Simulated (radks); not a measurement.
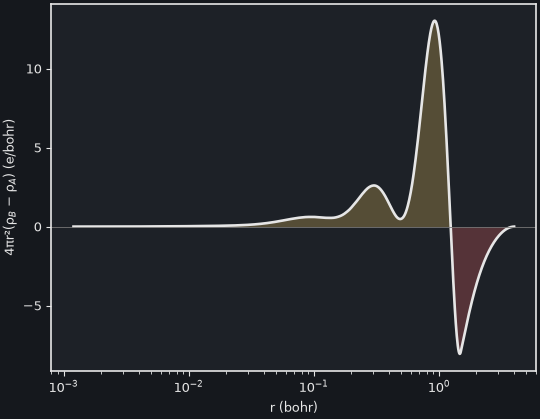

The molybdenum ion Mo⁺ in [Kr] 4d5 (high spin) was computed in two surroundings: the hard spherical wall at 1.5 bohr; the hard spherical wall at 4 bohr. Theory: scalar-relativistic Kohn-Sham, LDA (Slater exchange, VWN5 correlation), spin-polarised, spherical densities, finite nucleus (computed with the in-house radial solver radks).

The plot shows the radial density of run B less that of run A; on the logarithmic r axis, areas aren't charges.

**Assign A and B and describe the change of the density.**

A is the hard spherical wall at 4 bohr; B is the hard spherical wall at 1.5 bohr. B holds 6.1 electrons more than A where the difference is positive (most at r = 0.93 bohr) and 6.1 electrons fewer where it is negative (most at r = 1.5 bohr), with no net change. The tighter surroundings push the outer density inwards. The energy of B less that of A is 873.2 eV.
